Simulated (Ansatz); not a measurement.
## Electronic structure of F2GeH2···GeH3 (doublet) in real space

The calculation's input:

```
crystal:
  periodic: [false, false, false]
  atoms:
    - { symbol: Ge, position_ang: [0.096902, 0.272323, 0.843198] }
    - { symbol: F, position_ang: [0.145544, -1.230452, 1.672966] }
    - { symbol: H, position_ang: [1.175802, 0.386245, -0.257094] }
    - { symbol: H, position_ang: [-1.322627, 0.830198, 0.596647] }
    - { symbol: Ge, position_ang: [-1.182118, -2.044324, -0.977353] }
    - { symbol: H, position_ang: [-2.361365, -2.542461, -0.107358] }
    - { symbol: H, position_ang: [-1.665438, -1.38383, -2.300942] }
    - { symbol: H, position_ang: [-0.105451, -3.130359, -1.213305] }
    - { symbol: F, position_ang: [0.697151, 1.00636, 2.296842] }
magnetization:
  spin_polarized: true
  initial_magnetization: 1
basis:
  gaussian: { orbitals: def2-SVP }
hamiltonian:
  xc: pbe
relax:
  f_tol: 0.03
  max_steps: 50
output:
  orbitals: {}
```

Run with:

```sh
ansatz run input.yaml --threads 4 --pin off --max-ram 5120MiB --backend cpu --events-out ev --progress --plain --runs-dir out
```

The fields are those of the run's last geometry, not of the input's.

Level of theory: UKS PBE/def2-SVP (Ansatz).

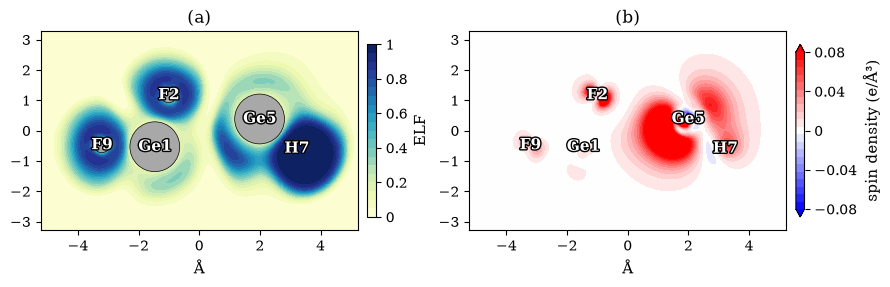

Figure 1. (a) ELF; (b) spin density (α minus β) on the plane of atoms F2, Ge1 and F9. Grey discs cover the atomic cores in the ELF map.

Question: Describe what can be read from this map.

Answer:
- The plane passes through Ge, F and H nuclei.
- Ge1···Ge5 (3.57 Å): the ELF dips to about 0.05 between them.
- Ge–F (1.75 Å): the ELF peaks at about 0.80 in the valence shell of F, 0.5 Å from its nucleus, and is about 0.25 at the midpoint.
- Ge–H (1.56 Å): the ELF climbs to about 1 towards the hydrogen.
- The ELF also peaks beside F9 and F2, away from the bonds: non-bonding electrons, paired or unpaired.
- The unpaired spin (1 electron) lies mostly on Ge5 (about 0.7), in electrons by Hirshfeld's partition.

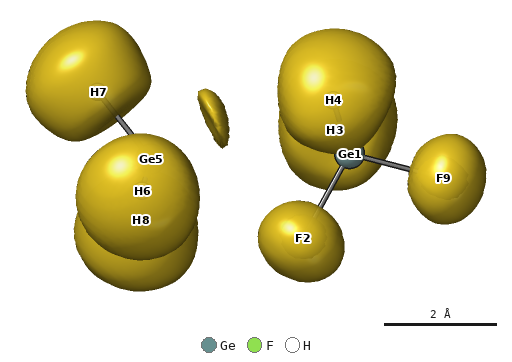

Figure 2. Isosurface of the electron localisation function at 0.75 (yellow), seen from one side. Only the valence region is drawn (cores and ρ < 0.01 e/Å³ removed).

Question: Identify the bonds, lone pairs and shells in this picture.

Answer: At this value the surface marks out five regions around hydrogen nuclei, one lobe on Ge, pointing away from the bonds (non-bonding electrons) and two regions wrapped around F (the valence shell of each).

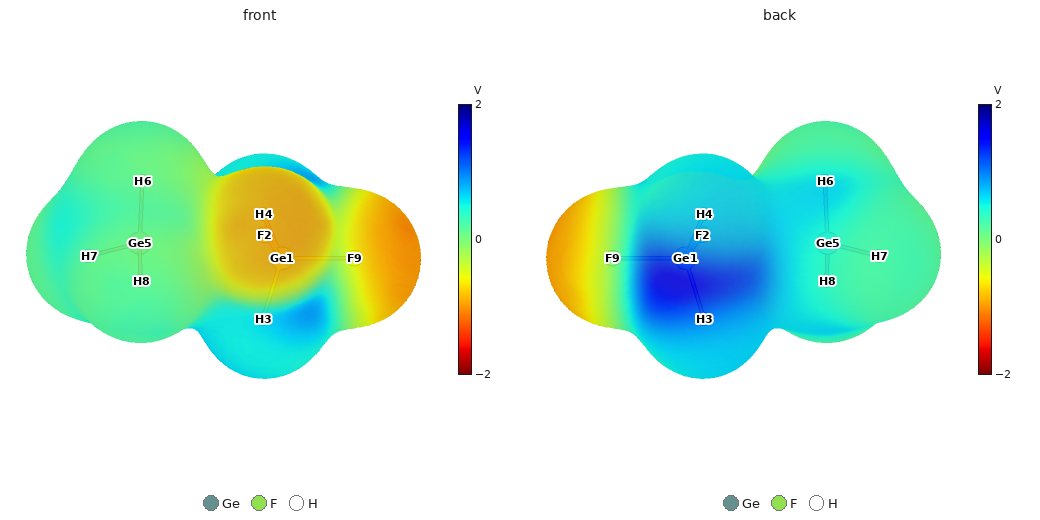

Figure 3. The molecular electrostatic potential painted on the density surface at 0.001 e/bohr³, seen from the front and from behind; the colour scale runs from red (negative) to blue (positive).

Question: Which sites attract a positive test charge, and which a negative one?

Answer: A positive charge is drawn to the negative regions and a negative charge to the positive ones. The most negative region (about −1.0 V) lies over F9, the most positive (about +1.5 V) over Ge1.

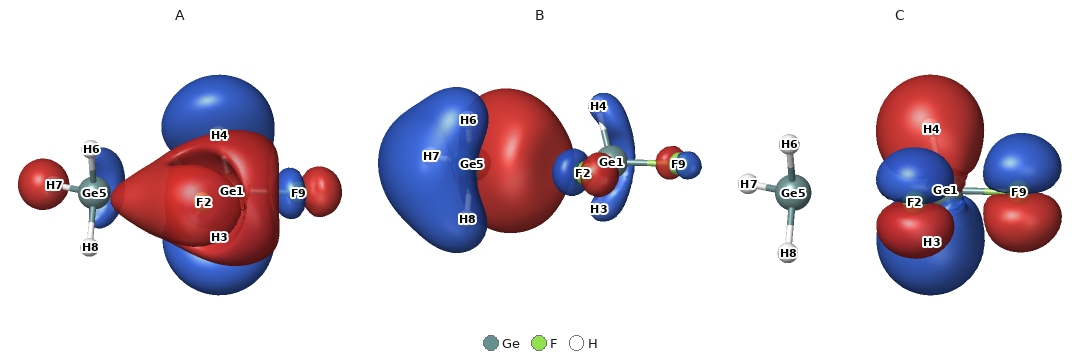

Figure 4. Three frontier orbitals at ±0.06 Å⁻³ᐟ² (red and blue are the two phases), in no order.

Question: Order the three orbitals by energy and name them. All are α orbitals.

Answer: C is the HOMO−1 (α) (−8.24 eV). Its weight (Hirshfeld) is mainly on F9 (about 30 %), Ge1 (about 20 %), F2 (about 15 %), H4 (about 15 %) and H3 (about 15 %). B is the HOMO (α) (−5.38 eV). Its weight (Hirshfeld) is mainly on Ge5 (about 70 %), Ge1 (about 5 %) and H7 (about 5 %). A is the LUMO (α) (−0.78 eV). By Hirshfeld shares it lies mainly on Ge1 (about 40 %), F2 (about 20 %), H4 (about 10 %), H3 (about 10 %) and F9 (about 5 %).

Question: What is the gap between the highest occupied and lowest empty α orbitals?

Answer: 4.60 eV between the orbital energies.
